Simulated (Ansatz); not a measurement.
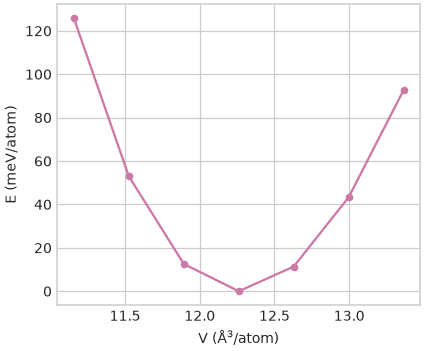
Figure: BW2 in space group I4/mcm (No. 140; B on 4a, W on 8h) under volume change, DFT-r²SCAN in the program Ansatz with PAW potentials, shape and atoms relaxed at each volume.

What does a third-order Birch–Murnaghan fit give for V₀, B₀ and B′?

V₀ = 12.26 Å³/atom, B₀ = 346 GPa, B′ = 4.1.

The workflow started from an entry of the Crystallography Open Database (COD). Whether it is the stable phase at ambient conditions was not checked. The r²SCAN relaxation kept the symmetry of its start; whether a distortion lowers the energy is not shown. The run is not spin-polarised. Scalar-relativistic: spin–orbit coupling is off unless named, which matters more the heavier the elements.

Potentials: the later of the program's two PAW sets.
